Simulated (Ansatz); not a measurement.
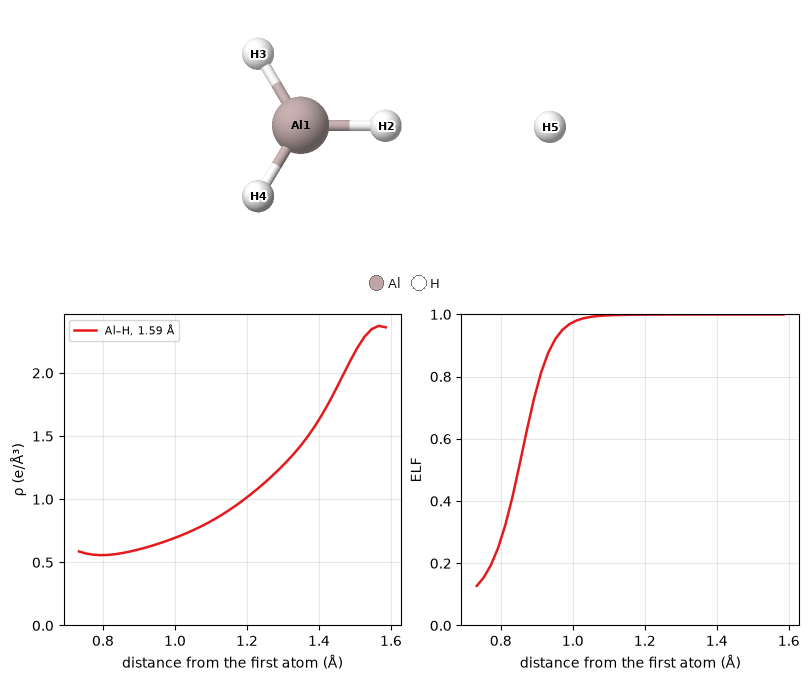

Figure 1: AlH3···H (doublet). Total electron density and electron localisation function along straight lines between neighbouring atoms. The curves leave out the atomic cores. The structure is drawn too.

Theory: UKS PBE0-D4/def2-TZVP (Ansatz).

```json
{"atom": "Al", "x (Å)": "0.0000", "y (Å)": "0.0000", "z (Å)": "-0.3261"}
{"atom": "H", "x (Å)": "0.0000", "y (Å)": "0.0000", "z (Å)": "1.2597"}
{"atom": "H", "x (Å)": "1.3734", "y (Å)": "0.0000", "z (Å)": "-1.1190"}
{"atom": "H", "x (Å)": "-1.3734", "y (Å)": "0.0000", "z (Å)": "-1.1190"}
{"atom": "H", "x (Å)": "0.0000", "y (Å)": "0.0000", "z (Å)": "4.3244"}
```

> What can be read from the curves?

Al–H (1.59 Å): the density is about 0.56 e/Å³ at the midpoint; the ELF climbs to about 1 towards the hydrogen.
